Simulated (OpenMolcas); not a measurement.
**OH (SMILES [OH]), step by step**

Aim: a single-point energy (doublet OH, ROHF/ANO-RCC-MB), then a single-point energy (doublet OH, CASSCF(7,5)/ANO-RCC-VTZP), then the energy (doublet OH, CASPT2(7,5)/ANO-RCC-VTZP), then a single-point energy (quartet OH, CASPT2(7,5)/ANO-RCC-VTZP) of HO. 

The calculation is run with OpenMolcas 26.06.

**1. The system as given**

OH has 2 atoms, charge 0, and is taken as a doublet. SMILES: `[OH]`. The coordinates come from a PBE0-D4/def2-TZVP relaxation.

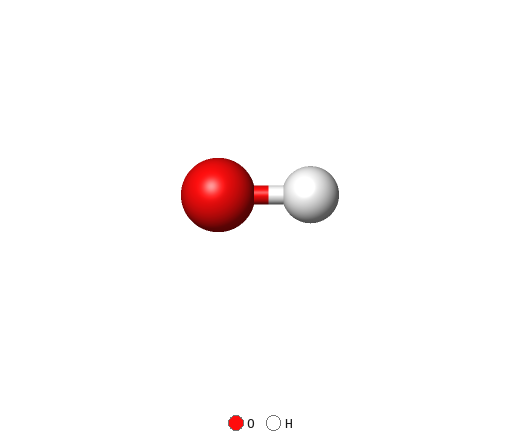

The structure, seen from a chosen angle (oxygen red, hydrogen white).

**2. A single-point energy at ROHF/ANO-RCC-MB (DKH2) (run 1)**

Contents of step1.input:

```
* HO Hartree-Fock
>>> EXPORT MOLCAS_PRINT=2

&GATEWAY
 COORD
 2
 angstrom
 O        0.415880      -0.133150       0.214550
 H       -0.415880       0.133150      -0.214550
 BASIS
 ANO-RCC-MB
 GROUP
 NoSym

&SEWARD

&SCF
 UHF
 SPIN
 2
 PRORBITALS
 0

&RASSCF
 FILEORB
 $Project.UnaOrb
 SPIN
 2
 NACTEL
 1 0 0
 INACTIVE
 4
 RAS2
 1
 OUTORBITALS
 Canonical
 ORBLISTING
 Nothing
```

Launch:

```sh
$ export MOLCAS_MEM=1860
$ pymolcas step1.input > step1.log
```

Standard output:

```text
--- Start Module: gateway ---
[...]
--- Stop Module: gateway /rc=_RC_ALL_IS_WELL_ ---
[...]
      Basis functions            6
[...]
--- Start Module: scf ---
[...]
       Convergence after   8 Iterations
[...]
::    Total SCF energy                                -75.4040669088
[...]
      Total spin, S                                     0.5012201391
[...]
--- Stop Module: scf /rc=_RC_ALL_IS_WELL_ ---
[...]
--- Start Module: rasscf ---
[...]
      Number of active orbitals                  1
[...]
      Spin quantum number                      0.5
[...]
      Active orbitals                            1
[...]
      Number of CSFs                             1
[...]
      Number of root(s) required                 1
[...]
      Convergence after  5 iterations
[...]
      printout of CI-coefficients larger than  0.05 for root  1
      energy=     -75.403223
      conf/sym  1     Coeff  Weight
             1  u   1.00000 1.00000
      Natural orbitals and occupation numbers for root  1
      sym 1:   1.000000
      ************************************************************************************************************************
      *                                                    Final results                                                     *
[...]
::    RASSCF root number  1 Total energy:    -75.40322292
[...]
      Total electronic charge=    9.000000
      Total            charge=   -0.000000
[...]
      Dipole Moment (debye):
      Origin of the operator (angstrom)=    0.3666   -0.1174    0.1891
                   X= -1.5089E+00               Y=  4.8309E-01               Z= -7.7842E-01           Total=  1.7652E+00
      Quadrupole Moment (debye*angstrom):
[...]
--- Stop Module: rasscf /rc=_RC_ALL_IS_WELL_ ---
[...]
```

It took 3.9 s on 1 thread of Intel Xeon Platinum 8259CL at 2.50GHz (Skylake/Cascade Lake), shared host; peak memory 0.37 GiB.

**3. A single-point energy at CASSCF(7,5)/ANO-RCC-VTZP (DKH2, RICD fitting) (run 2)**

Contents of step2.inp:

```
* HO CASSCF
&GATEWAY
COORD
2
angstrom
O        0.415880      -0.133150       0.214550
H       -0.415880       0.133150      -0.214550
BASIS=ANO-RCC-MB
GROUP=NoSym
&SEWARD
&RASSCF
FILEORB=$CurrDir/step1.RasOrb
SPIN=2
NACTEL=7 0 0
INACTIVE=1
RAS2=5
ORBLISTING=Nothing
>>> COPY $Project.RunFile RUNFIL1
>>> COPY $Project.RasOrb INPORB
&GATEWAY
COORD
2
angstrom
O        0.415880      -0.133150       0.214550
H       -0.415880       0.133150      -0.214550
BASIS=ANO-RCC-VTZP
GROUP=NoSym
RICD
&SEWARD
>>> COPY $Project.RunFile RUNFIL2
&EXPBAS
&RASSCF
FILEORB=$Project.ExpOrb
SPIN=2
NACTEL=7 0 0
INACTIVE=1
RAS2=5
ORBLISTING=Nothing
```

Launch:

```sh
$ export MOLCAS_MEM=1860
$ pymolcas step2.inp > step2.log
```

Standard output:

```text
--- Start Module: gateway ---
[...]
--- Stop Module: gateway /rc=_RC_ALL_IS_WELL_ ---
[...]
      Basis functions            6
[...]
      Number of active orbitals                  5
[...]
      Spin quantum number                      0.5
[...]
      Active orbitals                            5
[...]
      Number of CSFs                            40
[...]
      Number of root(s) required                 1
[...]
      Convergence after  4 iterations
[...]
      printout of CI-coefficients larger than  0.05 for root  1
      energy=     -75.425161
      conf/sym  11111     Coeff  Weight
             1  222u0  -0.66335 0.44004
             3  22u20  -0.73880 0.54583
            22  202u2  -0.07209 0.00520
            35  20u22  -0.08029 0.00645
      Natural orbitals and occupation numbers for root  1
      sym 1:   1.998935   1.975263   1.000000   1.999455   0.026347
      ************************************************************************************************************************
      *                                                    Final results                                                     *
[...]
::    RASSCF root number  1 Total energy:    -75.42516077
[...]
      Basis functions           44
[...]
--- Start Module: expbas ---
[...]
--- Stop Module: expbas /rc=_RC_ALL_IS_WELL_ ---
--- Start Module: rasscf ---
[...]
      Convergence after 12 iterations
[...]
      Natural orbitals and occupation numbers for root  1
      sym 1:   1.998977   1.977071   1.000000   1.999750   0.024202
      ************************************************************************************************************************
      *                                                    Final results                                                     *
[...]
::    RASSCF root number  1 Total energy:    -75.49893493
[...]
      Total electronic charge=    9.000000
      Total            charge=   -0.000000
[...]
      Dipole Moment (debye):
      Origin of the operator (angstrom)=    0.3666   -0.1174    0.1891
                   X= -1.3970E+00               Y=  4.4726E-01               Z= -7.2069E-01           Total=  1.6343E+00
      Quadrupole Moment (debye*angstrom):
[...]
--- Stop Module: rasscf /rc=_RC_ALL_IS_WELL_ ---
[...]
```

It took 6 s on 1 thread of Intel Xeon Platinum 8259CL at 2.50GHz (Skylake/Cascade Lake), shared host; peak memory 0.37 GiB.

**4. A single-point energy at CASPT2(7,5)/ANO-RCC-VTZP (DKH2, RICD fitting, ipea shift 0.25 Eh, pt2 variant SS) (run 3)**

Contents of step3.input:

```
&gateway
 coord
 2
 angstrom
 O        0.415880      -0.133150       0.214550
 H       -0.415880       0.133150      -0.214550
 basis=ANO-RCC-VTZP
 group=NoSym
 ricd

&seward

&rasscf
 fileorb=$CurrDir/step2.RasOrb
 spin=2
 nactel=7 0 0
 inactive=1
 ras2=5
 orblisting=Nothing

&caspt2
 imaginary=0.2
```

Launch:

```sh
$ export MOLCAS_MEM=1860
$ pymolcas step3.input > step3.log
```

Standard output:

```text
--- Start Module: gateway ---
[...]
--- Stop Module: gateway /rc=_RC_ALL_IS_WELL_ ---
[...]
      Basis functions           44
[...]
--- Start Module: rasscf ---
[...]
      Number of active orbitals                  5
[...]
      Spin quantum number                      0.5
[...]
      Active orbitals                            5
[...]
      Number of CSFs                            40
[...]
      Number of root(s) required                 1
[...]
      Convergence after  4 iterations
[...]
      printout of CI-coefficients larger than  0.05 for root  1
      energy=     -75.498935
      conf/sym  11111     Coeff  Weight
             3  22u20   0.99347 0.98698
            35  20u22   0.10411 0.01084
      Natural orbitals and occupation numbers for root  1
      sym 1:   1.998977   1.977070   1.000000   1.999750   0.024202
      ************************************************************************************************************************
      *                                                    Final results                                                     *
[...]
::    RASSCF root number  1 Total energy:    -75.49893493
[...]
      Total electronic charge=    9.000000
      Total            charge=   -0.000000
[...]
      Dipole Moment (debye):
      Origin of the operator (angstrom)=    0.3666   -0.1174    0.1891
                   X= -1.3970E+00               Y=  4.4726E-01               Z= -7.2068E-01           Total=  1.6343E+00
      Quadrupole Moment (debye*angstrom):
[...]
--- Stop Module: rasscf /rc=_RC_ALL_IS_WELL_ ---
[...]
--- Start Module: caspt2 ---
[...]
      E2 (Variational):          -0.1826700476
      Total energy:             -75.6816049795
[...]
      Reference weight:           0.96074
[...]
::    CASPT2 Root  1     Total energy:    -75.68160498
[...]
--- Stop Module: caspt2 /rc=_RC_ALL_IS_WELL_ ---
[...]
```

It took 3.6 s on 1 thread of Intel Xeon Platinum 8259CL at 2.50GHz (Skylake/Cascade Lake), shared host; peak memory 0.084 GiB.

**5. The quartet: the energy at CASPT2(7,5)/ANO-RCC-VTZP (DKH2, RICD fitting, ipea shift 0.25 Eh, pt2 variant SS) (run 4)**

Contents of step4.input:

```
&GATEWAY
  Coord
  2
  angstrom
  O        0.415880      -0.133150       0.214550
  H       -0.415880       0.133150      -0.214550
  Basis=ANO-RCC-VTZP
  Group=NoSym
  RICD

&SEWARD

&RASSCF
  FileOrb=$CurrDir/step2.RasOrb
  Spin=4
  Nactel=7 0 0
  Inactive=1
  Ras2=5
  OrbListing=Nothing

&CASPT2
  Imaginary=0.2
```

Launch:

```sh
$ export MOLCAS_MEM=1860
$ pymolcas step4.input > step4.log
```

Standard output:

```text
--- Start Module: gateway ---
[...]
--- Stop Module: gateway /rc=_RC_ALL_IS_WELL_ ---
[...]
      Basis functions           44
[...]
--- Start Module: rasscf ---
[...]
      Number of active orbitals                  5
[...]
      Spin quantum number                      1.5
[...]
      Active orbitals                            5
[...]
      Number of CSFs                            10
[...]
      Number of root(s) required                 1
[...]
      Convergence after 16 iterations
[...]
      printout of CI-coefficients larger than  0.05 for root  1
      energy=     -75.244195
      conf/sym  11111     Coeff  Weight
             1  22uuu   1.00000 1.00000
      Natural orbitals and occupation numbers for root  1
      sym 1:   2.000000   2.000000   1.000000   1.000000   1.000000
      ************************************************************************************************************************
      *                                                    Final results                                                     *
[...]
::    RASSCF root number  1 Total energy:    -75.24419494
[...]
      Total electronic charge=    9.000000
      Total            charge=   -0.000000
[...]
      Dipole Moment (debye):
      Origin of the operator (angstrom)=    0.3666   -0.1174    0.1891
                   X=  2.7788E+00               Y= -8.8966E-01               Z=  1.4335E+00           Total=  3.2508E+00
      Quadrupole Moment (debye*angstrom):
[...]
--- Stop Module: rasscf /rc=_RC_ALL_IS_WELL_ ---
[...]
--- Start Module: caspt2 ---
[...]
      E2 (Variational):          -0.1635742865
      Total energy:             -75.4077692241
[...]
      Reference weight:           0.96445
[...]
::    CASPT2 Root  1     Total energy:    -75.40776922
[...]
--- Stop Module: caspt2 /rc=_RC_ALL_IS_WELL_ ---
[...]
```

It took 3.9 s on 1 thread of Intel Xeon Platinum 8259CL at 2.50GHz (Skylake/Cascade Lake), shared host; peak memory 0.084 GiB.

**6. Overview of the runs**

```tsv
run	level	integral approximation	active rule	partner	energy (Eh)	dipole moment (D) of the reference	wall time
1	ROHF/ANO-RCC-MB (DKH2)	none	–	base	-75.403223	1.77	3.9 s
2	CASSCF(7,5)/ANO-RCC-VTZP (DKH2, RICD fitting)	RICD	full valence	base	-75.498935	1.63	6 s
3	CASPT2(7,5)/ANO-RCC-VTZP (DKH2, RICD fitting, ipea shift 0.25 Eh, pt2 variant SS)	RICD	full valence	base	-75.681605	1.63	3.6 s
4	CASPT2(7,5)/ANO-RCC-VTZP (DKH2, RICD fitting, ipea shift 0.25 Eh, pt2 variant SS)	RICD	full valence	other spin	-75.407769	3.25	3.9 s
```

**7. What came out**

| quantity | value |
| --- | --- |
| quartet: total energy | -75.40777 Eh |
| quartet: dipole moment (CASSCF density) | 3.25 D |
| vertical energy of the quartet above the doublet | 7.451 eV |

In words: At this shape the quartet lies 7.45 eV (172 kcal/mol) above the doublet. In run 1 the basis is minimal, so the values are rough. All runs together took 17 s, the longest 6 s.
